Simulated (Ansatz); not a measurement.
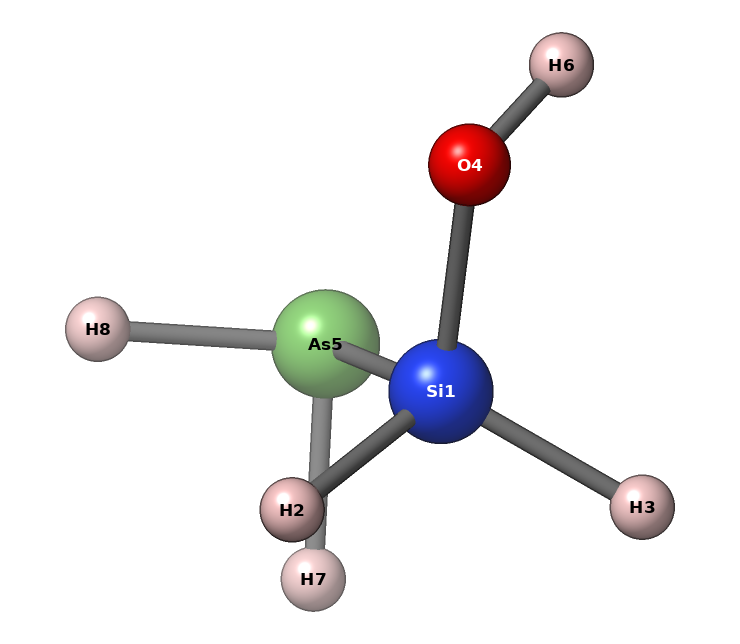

As5 lies behind Si1. The molecule seen a little off the Si1–As5 bond, Si1 in front. Atoms fade into the background with distance from the viewer. The geometry was computed by an optimisation with PBE0-D4/def2-TZVP.

Question: What is the torsion angle O4–Si1–As5–H7? The sign is positive where the front bond must turn clockwise to cover the back bond.

Answer: −177°, antiperiplanar (anti).
